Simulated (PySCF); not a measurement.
**C2H6BFN (SMILES NB[CH]CF) at UBP86/def2-SVP (density fitting with def2-universal-jkfit)**

What is the vertical ionisation energy of C2H6BFN at UBP86/def2-SVP (density fitting with def2-universal-jkfit)? The job is set up through a Python script.

The calculation is run with PySCF 2.14.0.

2 further runs of the same task are left out: 2 set aside as unsound or not needed.

## (1) The molecule

C2H6BFN has 11 atoms, charge 0, and is taken as a doublet. As SMILES, `NB[CH]CF`. The shape is that of a GFN2-xTB optimisation. This is one conformer, not always the lowest.

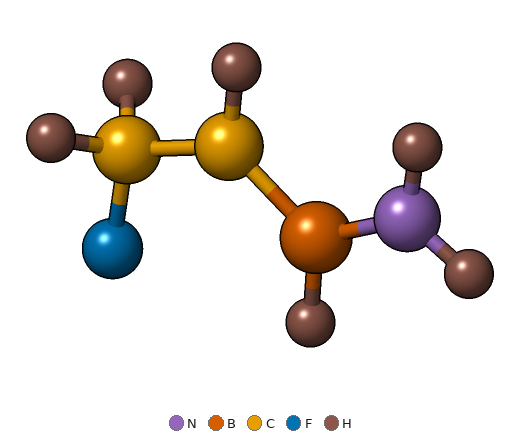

Viewed from a chosen angle; nitrogen purple, boron orange, carbon amber, fluorine blue, hydrogen brown.

## (2) The energy at UBP86/def2-SVP (density fitting with def2-universal-jkfit)

calc.py

```python
from pyscf import gto, dft

system = gto.M(
    atom='''
N   -1.970380  -0.318980   0.723670
B   -0.732840  -0.634710   0.151520
C    0.290140   0.477700  -0.002220
C    1.641350   0.360680  -0.584460
F    1.938190  -0.898870  -1.044160
H   -2.704680  -0.989300   0.867430
H   -2.214550   0.606480   1.033650
H   -0.529550  -1.736470  -0.184960
H    0.087320   1.489080   0.330380
H    1.772270   1.037720  -1.445380
H    2.422720   0.606660   0.154530
''',
    basis='def2-svp',
    max_memory=1860,
    verbose=3,
    spin=1,
)

ks = dft.UKS(system, xc='bp86')
ks = ks.density_fit(auxbasis='def2-universal-jkfit')
ks.conv_tol = 1e-10
ks.grids.level = 4
ks.kernel()
if not ks.converged:
    ks = ks.newton().run(ks.mo_coeff, ks.mo_occ)

e_final = ks.e_tot
print('E(%s) = %.9f' % ('BP86', e_final))
```

Run with:

```bash
OMP_NUM_THREADS=1 python calc.py
```

Standard output:

```text
WARN: HOMO -0.233513865673971 >= LUMO -0.233513865673969

converged SCF energy = -259.048632260306  <S^2> = 0.75338396  2S+1 = 2.0033811
E(BP86) = -259.048632260
```

Run time: 41 s. Hardware: 1 thread of Arm Neoverse V1, shared host; peak memory 0.45 GiB.

## (3) The singlet cation

calc.py

```python
from pyscf import gto, dft

mol = gto.Mole()
mol.atom = '''
N     -1.970380    -0.318980     0.723670
B     -0.732840    -0.634710     0.151520
C      0.290140     0.477700    -0.002220
C      1.641350     0.360680    -0.584460
F      1.938190    -0.898870    -1.044160
H     -2.704680    -0.989300     0.867430
H     -2.214550     0.606480     1.033650
H     -0.529550    -1.736470    -0.184960
H      0.087320     1.489080     0.330380
H      1.772270     1.037720    -1.445380
H      2.422720     0.606660     0.154530
'''
mol.max_memory = 1860
mol.verbose = 3
mol.charge = 1
mol.basis = 'def2-svp'
mol.build()

mf = dft.RKS(mol)
mf.xc = 'bp86'
mf = mf.density_fit(auxbasis='def2-universal-jkfit')
mf.grids.level = 4
mf.conv_tol = 1e-10
mf.kernel()
if not mf.converged:
    mf = mf.newton().run(mf.mo_coeff, mf.mo_occ)

energy = mf.e_tot
print('E = %.10f Eh' % energy)
```

Run with:

```bash
OMP_NUM_THREADS=1 python calc.py
```

Standard output:

```text
converged SCF energy = -258.749378383008
E = -258.7493783830 Eh
```

Run time: 25 s. Hardware: 1 thread of Arm Neoverse V1, shared host; peak memory 0.42 GiB.

## (4) Results

At UBP86/def2-SVP (density fitting with def2-universal-jkfit):

| quantity | value |
| --- | --- |
| doublet C2H6BFN: total energy | -259.04863 Eh |
| doublet C2H6BFN: dipole moment | 3.12 D |
| doublet C2H6BFN: HOMO energy (highest over α and β) | -4.86 eV |
| doublet C2H6BFN: LUMO energy (lowest over α and β) | -3.33 eV |
| doublet C2H6BFN: ⟨S²⟩ | 0.753 |
| singlet cation: total energy | -258.74938 Eh |
| singlet cation: HOMO energy | -13.48 eV |
| singlet cation: LUMO energy | -11.31 eV |
| singlet cation: HOMO–LUMO gap | 2.17 eV |
| vertical ionisation energy (to the singlet cation) | 8.143 eV |

What this shows: Removing an electron at fixed nuclei costs 8.14 eV (188 kcal/mol). Only the singlet of the ionised species was computed; a triplet could lie lower.
